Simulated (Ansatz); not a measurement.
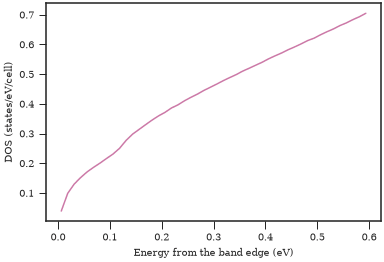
Figure. Density of states of SiC (P6_3mc) below the valence band maximum, Ansatz (a program for electronic structure) with r2SCAN with spin-orbit coupling, rigid bands; cell volume 41.3 Å³.

Q: What effective density of states at 300 K does this give (∫ g(E) exp(−E/k_BT) dE, both spins, divided by the cell's size)?

A: 6.1e19 cm⁻³, a density-of-states mass of 1.81 mₑ, valleys and band degeneracy included.

Geometry: cell and atoms relaxed with r2SCAN.
